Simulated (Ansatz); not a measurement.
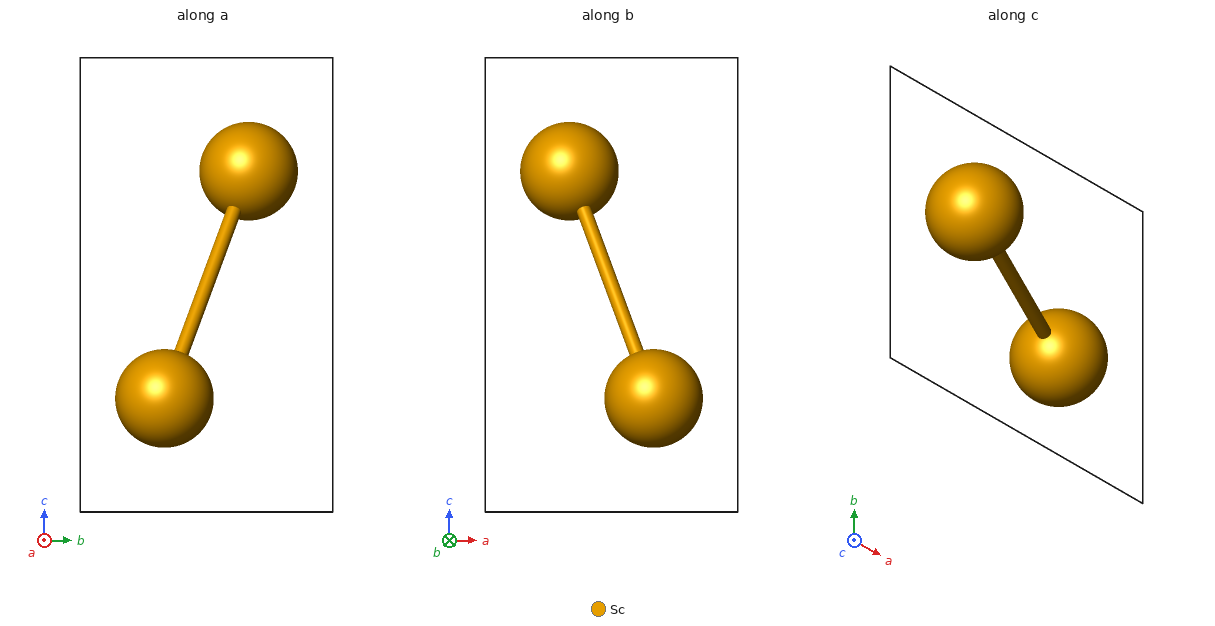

An orthographic ball-and-stick view of the structure, along the a axis, along the b axis and along the c axis. The frame is the conventional unit cell; atoms at its boundary are shown with their periodic copies.

Lattice parameters: a = 3.329 Å, b = 3.329 Å, c = 5.187 Å, α = 90.00°, β = 90.00°, γ = 120.00°.

**Set out the cell and atoms as a table of Wyckoff sites.**

Space group P6_3/mmc (No. 194).
```
atom  site       x       y       z
  Sc    2d  0.3333  0.6667  0.7500
```

The structure comes from the standard structure of this element. Earlier steps of the study may have refined or changed the cell and positions. An electronic-structure calculation with Ansatz was run on it.
